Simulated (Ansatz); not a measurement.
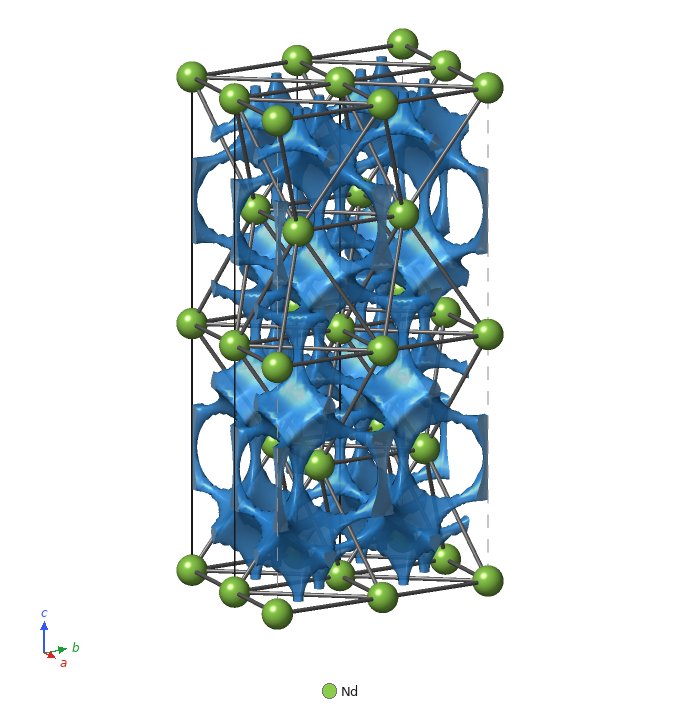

The blue surface encloses the points that the centre of a probe sphere of radius 0.15 Å can occupy in Nd (P6_3/mmc, No. 194), computed on a grid of about 0.16 Å (2×2×1 cells shown, view slightly off an axis; pale faces close the region where the box cuts it).

The atoms' radii are touching radii (half the shortest distance): Nd 1.87 Å.

Source of the atomic positions: the input geometry of an electronic-structure calculation (not necessarily at equilibrium).

```
Nd
1.0
     3.74425    0.00000    0.00000
    -1.87212    3.24261    0.00000
     0.00000    0.00000   12.26246
Nd
4
Direct
  0.00000 0.00000 0.00000
  0.00000 0.00000 0.50000
  0.33333 0.66667 0.25000
  0.66667 0.33333 0.75000
```

> Describe the connectivity of the accessible space.

Where they connect, they form a three-dimensional network.

> What share of the cell can the probe's centre reach?

About 11 % of the volume (17 Å³ of 148.9 Å³).

> Give the largest included and the largest free sphere.

The largest sphere that fits anywhere has a diameter of 1.56 Å; the largest that can travel through the crystal, about 0.6 Å.

> How does the connectivity change as the probe shrinks?

Below a radius of about 0.29 Å the space forms a three-dimensional network. These are grid estimates, good to about 0.05 Å.
